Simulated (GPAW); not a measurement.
## Magnetic state of Fe3 on Mo4 110 from several starts

Does Fe3 on Mo4 110 prefer parallel or opposed moments, or none?

Method: PBE; plane waves with GPAW's PAW setups, scalar-relativistic, in GPAW 26.7.0.

## (1) Starting point

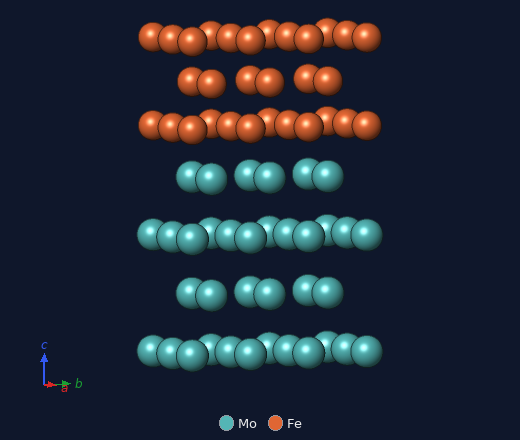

The cell as given, from the side, with the c axis up (molybdenum teal, iron orange). 2×3×1 cells are drawn. Some periodic images of atoms are drawn too.

The cell holds 7 atoms: 4 Mo and 3 Fe. Cell: a = 2.725 Å, b = 2.725 Å, c = 23.999 Å, α = 90.0°, β = 90.0°, γ = 109.5°. ideal sites on the substrate's mesh, layer spacings from atomic volumes, unrelaxed, 12 A of vacuum. Vacuum lies along c.

## (2) Run 1 (ferro +++)

Parallel moments need no larger cell; this start tests for a ferromagnetic state only.

The input, order1.py:

```python
import json
import numpy as np
from ase import Atoms
from ase.parallel import paropen, parprint
from gpaw import GPAW

atoms = Atoms(['Mo', 'Mo', 'Mo', 'Mo', 'Fe', 'Fe', 'Fe'],
    cell=[[1.5735, -2.225265, 0.0],
         [1.5735, 2.225265, 0.0],
         [0.0, 0.0, 23.999299]],
    scaled_positions=[[0.0, 0.0, 0.250007],
         [0.5, 0.5, 0.34271],
         [0.0, 0.0, 0.435412],
         [0.5, 0.5, 0.528114],
         [0.0, 0.0, 0.609571],
         [0.5, 0.5, 0.679782],
         [0.0, 0.0, 0.749993]],
    pbc=True,
    magmoms=[0.0, 0.0, 0.0, 0.0, 2.6, 2.6, 2.6])
atoms.calc = GPAW(mode={'name': 'pw', 'ecut': 450},
    xc='PBE',
    kpts={'size': (18, 18, 1), 'gamma': True},
    occupations={'name': 'fermi-dirac', 'width': 0.05},
    convergence={'density': 1e-05, 'energy': 1e-05},
    maxiter=200,
    mixer={'name': 'pulay', 'beta': 0.03, 'nmaxold': 8, 'weight': 100},
    symmetry={'tolerance': 1e-4},
    txt='order1.txt')
e = atoms.get_potential_energy(force_consistent=True)
res = {'free_energy': e, 'energy_sigma0': atoms.get_potential_energy(), 'fermi_energy': atoms.calc.get_fermi_level()}
res['moments'] = atoms.get_magnetic_moments().tolist()
res['total'] = atoms.get_magnetic_moment()
parprint('site moments (muB):', np.round(res['moments'], 3))
parprint(f"total moment: {res['total']:.3f} muB")
parprint(f'free energy: {e:.6f} eV')
atoms.calc.write('order1.gpw')
with paropen('results.json', 'w') as f:
    json.dump(res, f)
```

Started as:

```bash
$ OMP_NUM_THREADS=1 mpirun -n 4 gpaw python order1.py > order1.log
```

Numbers of over 12 decimals in the logs are rounded to 6 here.

The log of the run:

```text
site moments (muB): [ 0.006  0.004 -0.006 -0.096  2.154  2.437  2.799]
total moment: 7.380 muB
free energy: -69.116617 eV

--- order1.txt ---
Input parameters:
  mode=PW(ecut=450),
  convergence={'density': 1e-05, 'energy': 1e-05},
  kpts=MonkhorstPack(size=(18, 18, 1), gamma=True),
  maxiter=200,
  mixer=Pulay(name='pulay', nmaxold=8, beta=0.03, weight=100, sigma=0.015, g_ss=None),
  occupations=Occupations(name='fermi-dirac', width=0.05),
  symmetry=Symmetry(tolerance=0.0001),
  xc=XC(name='PBE')

Diagonalizing LCAO Hamiltonian
Converting LCAO to pw mode

       Fe

           Fe

       Fe

           Mo

       Mo

           Mo

       Mo

Atoms  # Å, Bohr magnetons
|   | symbol |        x |        y |         z |    initial magnetic moments |
|---|--------|----------|----------|-----------|-----------------------------|
| 0 |     Mo | 0.000000 | 0.000000 |  5.999993 | ( 0.0000,  0.0000,  0.0000) |
| 1 |     Mo | 1.573500 | 0.000000 |  8.224800 | ( 0.0000,  0.0000,  0.0000) |
| 2 |     Mo | 0.000000 | 0.000000 | 10.449583 | ( 0.0000,  0.0000,  0.0000) |
| 3 |     Mo | 1.573500 | 0.000000 | 12.674366 | ( 0.0000,  0.0000,  0.0000) |
| 4 |     Fe | 0.000000 | 0.000000 | 14.629277 | ( 0.0000,  0.0000,  2.6000) |
| 5 |     Fe | 1.573500 | 0.000000 | 16.314291 | ( 0.0000,  0.0000,  2.6000) |
| 6 |     Fe | 0.000000 | 0.000000 | 17.999306 | ( 0.0000,  0.0000,  2.6000) |

Unit cell  # Å
| periodic |        x |         y |         z |   lengths |     angles |
|----------|----------|-----------|-----------|-----------|------------|
|      yes | 1.573500 | -2.225265 |  0.000000 |  2.725382 |  90.000000 |
|      yes | 1.573500 |  2.225265 |  0.000000 |  2.725382 |  90.000000 |
|      yes | 0.000000 |  0.000000 | 23.999299 | 23.999299 | 109.471220 |

Number of symmetries: 4

BZ-sampling:
  Number of BZ points: 324
  Number of IBZ points: 91

  Monkhorst-Pack size: [18, 18, 1]
  Monkhorst-Pack shift: [0.027778, 0.027778, 0.0]

K-points  # in reciprocal-cell coordinates
|     |                                coordinates |     weight |
|-----|--------------------------------------------|------------|
|   0 | ( -0.00000000,  -0.00000000,   0.00000000) | 0.00308642 |
|   1 | (  0.05555556,  -0.05555556,   0.00000000) | 0.00617284 |
|   2 | (  0.05555556,  -0.00000000,   0.00000000) | 0.01234568 |
|   3 | (  0.05555556,   0.05555556,   0.00000000) | 0.00617284 |
|   4 | (  0.11111111,  -0.11111111,   0.00000000) | 0.00617284 |
|   5 | (  0.11111111,  -0.05555556,   0.00000000) | 0.01234568 |
|   6 | (  0.11111111,  -0.00000000,   0.00000000) | 0.01234568 |
|   7 | (  0.11111111,   0.05555556,   0.00000000) | 0.01234568 |
|   8 | (  0.11111111,   0.11111111,   0.00000000) | 0.00617284 |
|   9 | (  0.16666667,  -0.16666667,   0.00000000) | 0.00617284 |
| ... |                                            |            |
|  90 | (  0.50000000,   0.50000000,   0.00000000) | 0.00308642 |

Plane wave coefficients: 3706
Cutoff: 450.000000 eV

Spin-components: 2 (collinear spins)
Bands:           57
Projectors:      42
Spin-degeneracy: 1
Datatype:        complex128

Parallelization:
  kpt:    4
  domain: 1
  band:   1

Density:
  Valence electrons: 80.0
  Components: 2
  Grid points: [ 14  14 120]
  Charge: 0.0  # |e|

Potential:
  Grid points: [ 14  14 120]

species:
  Mo:
    name:    Molybdenum
    Z:       42.0
    valence: 14
    core:    28
    charge:  0.0  # [|e|]
    compensation charges:
      type: gauss
      rc: 0.38  # [Å]
      lmax: 2
    cutoffs:
      filter: 2.16  # [Å]
      core: 1.42  # [Å]
    projectors
    | kind |    occ | energy [eV] | rcut [Å] |
    |------|--------|-------------|----------|
    |   4s |  2.000 |     -64.307 |    1.238 |
    |   5s |  1.000 |      -4.084 |    1.238 |
    |   4p |  6.000 |     -38.491 |    1.296 |
    |   5p |  0.000 |      -1.044 |    1.296 |
    |   4d |  5.000 |      -3.754 |    1.296 |
    |    d |        |      23.458 |    1.296 |

    Using partial waves for Mo as LCAO basis

  Fe:
    name:    Iron
    Z:       26.0
    valence: 8
    core:    18
    charge:  0.0  # [|e|]
    compensation charges:
      type: gauss
      rc: 0.33  # [Å]
      lmax: 2
    cutoffs:
      filter: 2.06  # [Å]
      core: 2.67  # [Å]
    projectors
    | kind |    occ | energy [eV] | rcut [Å] |
    |------|--------|-------------|----------|
    |   4s |  2.000 |      -5.291 |    1.164 |
    |   4p |  0.000 |      -1.326 |    1.058 |
    |   3d |  6.000 |      -7.505 |    1.058 |
    |    s |        |      21.920 |    1.164 |
    |    p |        |      25.885 |    1.058 |
    |    d |        |      19.706 |    1.058 |

    Using partial waves for Fe as LCAO basis

Reference energy: -544394.654326  # eV

eigensolver:
  PPCG
  Converge bands: occupied
  niter=2

density mixing:
  Pulay-Mixer
  Linear mixing parameters: 0.03
  Old densities: 8
  Fourier metric: weight=100, sigma=0.015

occupation numbers:
  Fermi-Dirac:
    width: 0.0500  # eV

poisson solver:
  ecut: 3600.000000  # eV

xc functional:
  name: PBE with 2 nearest neighbor stencil

convergence criteria:
- Maximum integral of absolute [dens]ity change: 1e-05 electrons / valence electron
- Maximum [total energy] change in last 3 cyles: 1e-05 eV / valence electron
- Maximum integral of absolute [eigenst]ate change: 4e-08 eV^2 / valence electron
maximum number of iterations: 200

SCF iterations
|iter     |      energy | eigst |  dens |  magmom |
|---------|-------------|-------|-------|---------|
|iter:   1|       0s |  -76.291013 | +0.49 |       |  +7.8157|
|iter:   2|      13s | -109.236223 | -0.27 | -0.77 |  +7.7456|
|iter:   3|      25s |  -73.184982 | -0.94 | -0.45 |  +7.7279|
|iter:   4|      37s |  -72.403845 | -2.08 | -0.95 |  +7.7047|
|iter:   5|      50s |  -71.508435 | -2.19 | -0.98 |  +7.6632|
|iter:   6|      62s |  -69.539912 | -0.96 | -1.03 |  +7.4879|
|iter:   7|      74s |  -69.137188 | -1.73 | -1.25 |  +7.4361|
|iter:   8|      87s |  -69.020720 | -2.32 | -1.38 |  +7.4060|
|iter:   9|      99s |  -68.988069 | -2.35 | -1.47 |  +7.3795|
|iter:  10|     112s |  -68.978919 | -3.06 | -1.57 |  +7.3674|
[... 30 iterations left out ...]
|iter:  41|     490s |  -69.093139c| -7.82c| -4.34 |  +7.3781|
|iter:  42|     496s |  -69.093140c| -8.13c| -4.44 |  +7.3784|
|iter:  43|     502s |  -69.093142c| -7.96c| -4.49 |  +7.3787|
|iter:  44|     508s |  -69.093144c| -7.95c| -4.53 |  +7.3792|
|iter:  45|     514s |  -69.093145c| -8.20c| -4.60 |  +7.3794|
|iter:  46|     520s |  -69.093146c| -8.29c| -4.68 |  +7.3796|
|iter:  47|     526s |  -69.093146c| -8.39c| -4.78 |  +7.3798|
|iter:  48|     532s |  -69.093147c| -8.68c| -4.89 |  +7.3799|
|iter:  49|     539s |  -69.093147c| -8.41c| -4.96 |  +7.3800|
|iter:  50|     545s |  -69.093147c| -8.72c| -5.16c|  +7.3801|

Converged in 50 steps
Energy contributions relative to reference atoms: (reference = -544394.654326)

Energy contributions:
  Kinetic:         -25.933734
  Coulomb:           8.427452
  Zero:             -0.627006
  External:          0.000000
  Xc:              -50.936388
  Entropy:          -0.046941
  Spinorbit:         0.000000
  ----------------------------
  Free energy:     -69.116617
  Extrapolated:    -69.093147

dipole moment: (-38.871799, 0.000000, 0.044953)  # |e|*Ang

Total magnetic moment: (0.000000, 0.000000, 7.380060)

Local magnetic moments
|        x |        y |         z |
|----------|----------|-----------|
| 0.000000 | 0.000000 |  0.006060 |  # Mo   0
| 0.000000 | 0.000000 |  0.004044 |  # Mo   1
| 0.000000 | 0.000000 | -0.006317 |  # Mo   2
| 0.000000 | 0.000000 | -0.096260 |  # Mo   3
| 0.000000 | 0.000000 |  2.154408 |  # Fe   4
| 0.000000 | 0.000000 |  2.436770 |  # Fe   5
| 0.000000 | 0.000000 |  2.798577 |  # Fe   6

Fermi level: 5.343
Eigenvalues  # (at kpt = [-0.000, -0.000, 0.000])
| band index |      eig [eV] | occ [0-1] |      eig [eV] | occ [0-1] |
|------------|---------------|-----------|---------------|-----------|
|          0 |       -55.963 |     1.000 |       -55.964 |     1.000 |
|        ... |               |           |               |           |
|         34 |         3.563 |     1.000 |         4.993 |     0.999 |
|         35 |         3.799 |     1.000 |         5.174 |     0.967 |
|         36 |         3.824 |     1.000 |         5.310 |     0.658 |
|         37 |         3.881 |     1.000 |         5.565 |     0.012 |
|         38 |         3.892 |     1.000 |         5.836 |     0.000 |
|         39 |         3.953 |     1.000 |         6.164 |     0.000 |
|         40 |         4.163 |     1.000 |         6.167 |     0.000 |
|         41 |         4.407 |     1.000 |         6.229 |     0.000 |
|         42 |         4.459 |     1.000 |         6.250 |     0.000 |
|         43 |         4.515 |     1.000 |         6.501 |     0.000 |
|         44 |         5.217 |     0.925 |         6.569 |     0.000 |
|         45 |         5.218 |     0.924 |         6.689 |     0.000 |
|         46 |         6.128 |     0.000 |         6.723 |     0.000 |
|         47 |         6.196 |     0.000 |         6.749 |     0.000 |
|         48 |         6.558 |     0.000 |         7.007 |     0.000 |
|        ... |               |           |               |           |
|         56 |         7.622 |     0.000 |         7.965 |     0.000 |

No gap
No difference between direct/indirect transitions
```

Wall time 9.4 min (4 MPI ranks of Arm Neoverse V2, shared host); peak memory 1.5 GiB.

Spin moment in the augmentation sphere by atom:

```csv
atom,spin moment in the augmentation sphere (μB)
Mo1,0.01
Mo2,0.00
Mo3,-0.01
Mo4,-0.10
Fe5,2.15
Fe6,2.44
Fe7,2.80
```

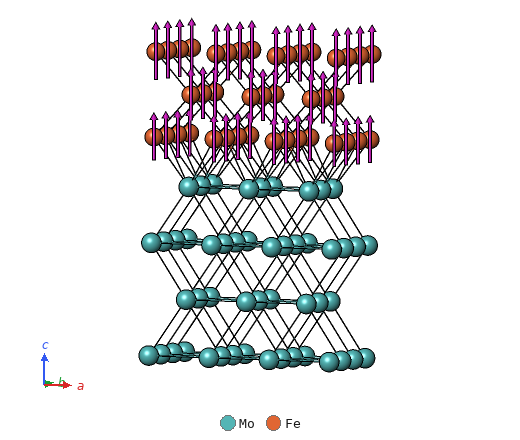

Spin moment in the augmentation sphere as arrows, the longest 2.80 μB. Up and down stand for the sign. Arrows give size and sign along the axis of quantisation, drawn up and down the page. Bonds to atoms that aren't drawn are left out. 3×3×1 cells are drawn. Some periodic images of atoms are drawn too.

Numbers from this step:

| Quantity | Value |
| --- | --- |
| magnetization | 7.380 μB |
| final state | ferromagnetic |

After 50 cycles the largest moment stands at 2.80 μB.

## (3) Order 2, typed as ferri ++-

Reversing part of the moments tests the sign of the couplings between them.

order2.py is the script of step 2 with these lines changed:

```diff
@@ -18,3 +18,3 @@
     pbc=True,
-    magmoms=[0.0, 0.0, 0.0, 0.0, 2.6, 2.6, 2.6])
+    magmoms=[0.0, 0.0, 0.0, 0.0, 2.6, 2.6, -2.6])
 atoms.calc = GPAW(mode={'name': 'pw', 'ecut': 450},
@@ -27,3 +27,3 @@
     symmetry={'tolerance': 1e-4},
-    txt='order1.txt')
+    txt='order2.txt')
 e = atoms.get_potential_energy(force_consistent=True)
@@ -35,3 +35,3 @@
 parprint(f'free energy: {e:.6f} eV')
-atoms.calc.write('order1.gpw')
+atoms.calc.write('order2.gpw')
 with paropen('results.json', 'w') as f:
```

Started as:

```bash
$ OMP_NUM_THREADS=1 mpirun -n 4 gpaw python order2.py > order2.log
```

The log of the run:

```text
site moments (muB): [ 0.000e+00 -1.000e-03  2.000e-03 -1.130e-01  2.189e+00  2.117e+00
 -2.534e+00]
total moment: 1.554 muB
free energy: -68.707673 eV

--- order2.txt ---
Input parameters:
  mode=PW(ecut=450),
  convergence={'density': 1e-05, 'energy': 1e-05},
  kpts=MonkhorstPack(size=(18, 18, 1), gamma=True),
  maxiter=200,
  mixer=Pulay(name='pulay', nmaxold=8, beta=0.03, weight=100, sigma=0.015, g_ss=None),
  occupations=Occupations(name='fermi-dirac', width=0.05),
  symmetry=Symmetry(tolerance=0.0001),
  xc=XC(name='PBE')

Diagonalizing LCAO Hamiltonian
Converting LCAO to pw mode

       Fe

           Fe

       Fe

           Mo

       Mo

           Mo

       Mo

Atoms  # Å, Bohr magnetons
|   | symbol |        x |        y |         z |    initial magnetic moments |
|---|--------|----------|----------|-----------|-----------------------------|
| 0 |     Mo | 0.000000 | 0.000000 |  5.999993 | ( 0.0000,  0.0000,  0.0000) |
| 1 |     Mo | 1.573500 | 0.000000 |  8.224800 | ( 0.0000,  0.0000,  0.0000) |
| 2 |     Mo | 0.000000 | 0.000000 | 10.449583 | ( 0.0000,  0.0000,  0.0000) |
| 3 |     Mo | 1.573500 | 0.000000 | 12.674366 | ( 0.0000,  0.0000,  0.0000) |
| 4 |     Fe | 0.000000 | 0.000000 | 14.629277 | ( 0.0000,  0.0000,  2.6000) |
| 5 |     Fe | 1.573500 | 0.000000 | 16.314291 | ( 0.0000,  0.0000,  2.6000) |
| 6 |     Fe | 0.000000 | 0.000000 | 17.999306 | ( 0.0000,  0.0000, -2.6000) |

Unit cell  # Å
| periodic |        x |         y |         z |   lengths |     angles |
|----------|----------|-----------|-----------|-----------|------------|
|      yes | 1.573500 | -2.225265 |  0.000000 |  2.725382 |  90.000000 |
|      yes | 1.573500 |  2.225265 |  0.000000 |  2.725382 |  90.000000 |
|      yes | 0.000000 |  0.000000 | 23.999299 | 23.999299 | 109.471220 |

Number of symmetries: 4

BZ-sampling:
  Number of BZ points: 324
  Number of IBZ points: 91

  Monkhorst-Pack size: [18, 18, 1]
  Monkhorst-Pack shift: [0.027778, 0.027778, 0.0]

Plane wave coefficients: 3706
Cutoff: 450.000000 eV

Spin-components: 2 (collinear spins)
Bands:           54
Projectors:      42
Spin-degeneracy: 1
Datatype:        complex128

Parallelization:
  kpt:    4
  domain: 1
  band:   1

Density:
  Valence electrons: 80.0
  Components: 2
  Grid points: [ 14  14 120]
  Charge: 0.0  # |e|

Potential:
  Grid points: [ 14  14 120]

[... setups left out ...]
Reference energy: -544394.654326  # eV

eigensolver:
  PPCG
  Converge bands: occupied
  niter=2

density mixing:
  Pulay-Mixer
  Linear mixing parameters: 0.03
  Old densities: 8
  Fourier metric: weight=100, sigma=0.015

occupation numbers:
  Fermi-Dirac:
    width: 0.0500  # eV

poisson solver:
  ecut: 3600.000000  # eV

xc functional:
  name: PBE with 2 nearest neighbor stencil

convergence criteria:
- Maximum integral of absolute [dens]ity change: 1e-05 electrons / valence electron
- Maximum [total energy] change in last 3 cyles: 1e-05 eV / valence electron
- Maximum integral of absolute [eigenst]ate change: 4e-08 eV^2 / valence electron
maximum number of iterations: 200

SCF iterations
|iter     |      energy | eigst |  dens |  magmom |
|---------|-------------|-------|-------|---------|
|iter:   1|       0s |  -75.720220 | +0.49 |       |  +2.6052|
|iter:   2|      13s | -110.498680 | +0.16 | -0.77 |  +2.5340|
|iter:   3|      25s |  -72.423387 | -0.73 | -0.47 |  +2.5267|
|iter:   4|      38s |  -71.824405 | -1.76 | -0.96 |  +2.5159|
|iter:   5|      50s |  -71.229423 | -2.17 | -1.00 |  +2.4856|
|iter:   6|      62s |  -70.308567 | -1.87 | -1.04 |  +2.4248|
|iter:   7|      75s |  -68.903661 | -1.12 | -1.11 |  +2.2494|
|iter:   8|      86s |  -68.653766 | -1.57 | -1.34 |  +2.1402|
|iter:   9|      98s |  -68.609925 | -2.10 | -1.50 |  +2.0584|
|iter:  10|     109s |  -68.596200 | -2.85 | -1.64 |  +2.0365|
[... 33 iterations left out ...]
|iter:  44|     484s |  -68.678953c| -7.60c| -4.32 |  +1.5542|
|iter:  45|     490s |  -68.678952c| -7.80c| -4.37 |  +1.5542|
|iter:  46|     495s |  -68.678951c| -7.75c| -4.43 |  +1.5541|
|iter:  47|     501s |  -68.678950c| -8.02c| -4.50 |  +1.5541|
|iter:  48|     507s |  -68.678949c| -7.97c| -4.56 |  +1.5541|
|iter:  49|     512s |  -68.678948c| -8.13c| -4.62 |  +1.5541|
|iter:  50|     518s |  -68.678947c| -8.04c| -4.69 |  +1.5540|
|iter:  51|     524s |  -68.678947c| -8.21c| -4.81 |  +1.5539|
|iter:  52|     529s |  -68.678944c| -7.74c| -4.87 |  +1.5536|
|iter:  53|     535s |  -68.678944c| -8.10c| -5.09c|  +1.5535|

Converged in 53 steps
Energy contributions relative to reference atoms: (reference = -544394.654326)

Energy contributions:
  Kinetic:         -31.867146
  Coulomb:          13.263077
  Zero:             -0.615884
  External:          0.000000
  Xc:              -49.430261
  Entropy:          -0.057458
  Spinorbit:         0.000000
  ----------------------------
  Free energy:     -68.707673
  Extrapolated:    -68.678944

dipole moment: (-38.890814, -0.000000, 0.024551)  # |e|*Ang

Total magnetic moment: (0.000000, 0.000000, 1.553515)

Local magnetic moments
|        x |        y |         z |
|----------|----------|-----------|
| 0.000000 | 0.000000 |  0.000470 |  # Mo   0
| 0.000000 | 0.000000 | -0.001092 |  # Mo   1
| 0.000000 | 0.000000 |  0.002392 |  # Mo   2
| 0.000000 | 0.000000 | -0.113330 |  # Mo   3
| 0.000000 | 0.000000 |  2.188572 |  # Fe   4
| 0.000000 | 0.000000 |  2.117206 |  # Fe   5
| 0.000000 | 0.000000 | -2.534175 |  # Fe   6

Fermi level: 5.334
Eigenvalues  # (at kpt = [-0.000, -0.000, 0.000])
| band index |      eig [eV] | occ [0-1] |      eig [eV] | occ [0-1] |
|------------|---------------|-----------|---------------|-----------|
|          0 |       -55.989 |     1.000 |       -55.992 |     1.000 |
|        ... |               |           |               |           |
|         33 |         3.851 |     1.000 |         3.953 |     1.000 |
|         34 |         3.878 |     1.000 |         3.977 |     1.000 |
|         35 |         3.887 |     1.000 |         4.052 |     1.000 |
|         36 |         3.933 |     1.000 |         4.483 |     1.000 |
|         37 |         4.221 |     1.000 |         4.636 |     1.000 |
|         38 |         4.381 |     1.000 |         4.964 |     0.999 |
|         39 |         4.598 |     1.000 |         5.278 |     0.754 |
|         40 |         4.756 |     1.000 |         5.510 |     0.029 |
|         41 |         5.169 |     0.964 |         5.694 |     0.001 |
|         42 |         5.527 |     0.021 |         6.049 |     0.000 |
|         43 |         5.922 |     0.000 |         6.112 |     0.000 |
|         44 |         6.175 |     0.000 |         6.141 |     0.000 |
|         45 |         6.348 |     0.000 |         6.198 |     0.000 |
|         46 |         6.460 |     0.000 |         6.515 |     0.000 |
|         47 |         6.487 |     0.000 |         6.596 |     0.000 |
|         48 |         6.550 |     0.000 |         6.728 |     0.000 |
|        ... |               |           |               |           |
|         53 |         7.170 |     0.000 |         7.119 |     0.000 |

No gap
No difference between direct/indirect transitions
```

Elapsed: 9.3 min, on 4 MPI ranks; peak memory 1.5 GiB; 37 min of CPU time.

Spin moment in the augmentation sphere by atom:

```csv
atom,spin moment in the augmentation sphere (μB)
Mo1,0.00
Mo2,0.00
Mo3,0.00
Mo4,-0.11
Fe5,2.19
Fe6,2.12
Fe7,-2.53
```

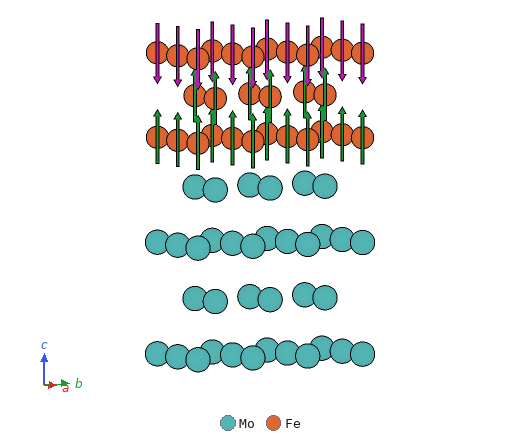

Spin moment in the augmentation sphere as arrows, the longest 2.53 μB. Up and down stand for the sign. Arrows give size and sign along the axis of quantisation, drawn up and down the page. The two directions have two colours. 2×3×1 cells are drawn. Some periodic images of atoms are drawn too.

This step gave:

| Item | Value |
| --- | --- |
| magnetization | 1.554 μB |
| final state | ferrimagnetic |

It lies 136 meV a seeded atom over the first start, and its largest moment is 2.53 μB against 2.80 μB.

## (4) The states side by side

These are free energies at a smearing of 0.05 eV, so its entropy term is in the differences. They are divided by the number of seeded atoms, so that cells of unlike size compare.

Orders:

```csv
start,final state,typed order kept,energy over the lowest (meV a seeded atom),largest site moment (μB),net moment (μB a primitive cell),mesh matched,CPU time (s)
ferro +++,ferromagnetic,yes,0,2.799,7.38,yes,2261
ferri ++-,ferrimagnetic,yes,136.3,2.534,1.554,yes,2221
```

## (5) What came out

```json
{
 "lowest state found": "ferromagnetic (typed ferro +++)",
 "largest site moment": "2.80 μB",
 "next state": "ferrimagnetic, 136 meV a seeded atom higher"
}
```

The lowest state found is ferromagnetic, reached from the start ferro +++, with moments up to 2.80 μB. The next state costs 136 meV a seeded atom. Only 2 starts are shown; other collinear patterns, canted and longer-period orders are not.

[Logs and program files are shortened in this print: banners, set-up blocks, solver, clock and traceback lines can be left out without a mark of their own.]

[Logs are printed without paths, hosts, clocks, repeated set-up lines and the standing remarks that a program may print on its own settings, such as how far it seeks lower states.]

[Hosts, paths, dates, database ids (printed as entryN), source tags and the programs' standing remarks are cut or masked in the printed files.]

[Where a cell is said to come from a database of computed structures, the database is the Materials Project.]
